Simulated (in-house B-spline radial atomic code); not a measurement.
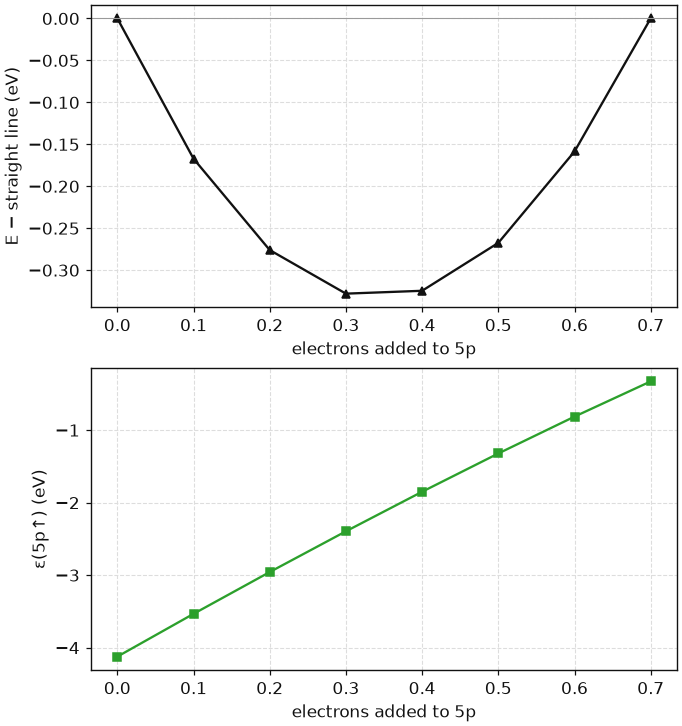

All numbers are computed, not measured: scalar-relativistic (spin-free one-electron X2C) AM05, spin-polarised, spherical fractional occupations, Fermi nucleus, basis-set limit (an in-house B-spline radial code). The occupation of the 5p shell is varied from Sn ([Kr] 4d10 5s2 5p2 (high spin)) to Sn with charge -0.7 ([Kr] 4d10 5s2 5p2.7 (5p: 2.7 up, 0 down)), with spherical fractional occupations. The plot shows the total energy less the straight line between the end points, and the eigenvalue of 5p↑.

### Is the energy convex or concave in the occupation, and by how much?

The curve is convex (below the straight line), with the largest deviation among the points computed, −0.33 eV, at 0.3. The eigenvalue, which is the slope of the energy (Janak's theorem), moves from −4.13 eV at 0 to −0.329 eV at 0.7. Convexity is the mark of the delocalisation error, which puts fractional charges too low; for p, d and f shells the spherical spreading of the fraction adds to it. One end point is itself fractional, so the deviation from the line between whole numbers would be larger.
